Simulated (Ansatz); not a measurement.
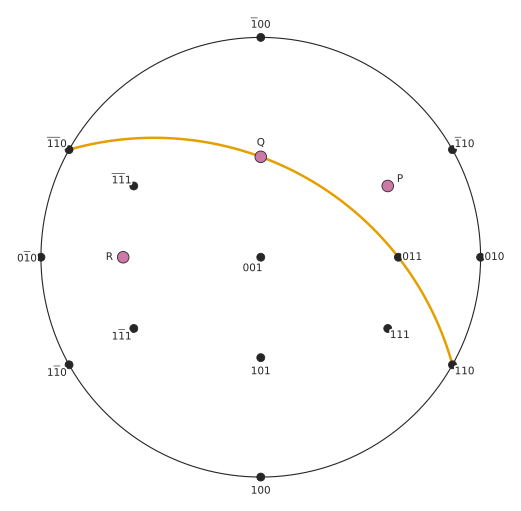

For Cl, the input geometry of an electronic-structure calculation (not necessarily at equilibrium): stereographic projection of plane normals (upper hemisphere) centred on (0 0 1). Geometry calculated from the standardised cell; symmetry tolerance 0.002 Å.

a = 6.932 Å, b = 3.890 Å, c = 8.006 Å, α = 90.00°, β = 90.00°, γ = 90.00°.

Question: Index the poles marked P, Q, R.

Answer: P is (−1 1 1), 67.0° from the centre; Q is (−1 0 1), 49.1° from the centre; R is (0 −1 1), 64.1° from the centre.

Question: Which zone does the coloured great circle trace?

Answer: The zone [1 −1 1]: its poles satisfy h − k + l = 0.

Question: What is the angle between the normals of (0 −1 0) and (−1 0 1), and what are their d_hkl = 1/|g|?

Answer: 90.0°; d = 3.890 Å and 5.241 Å.
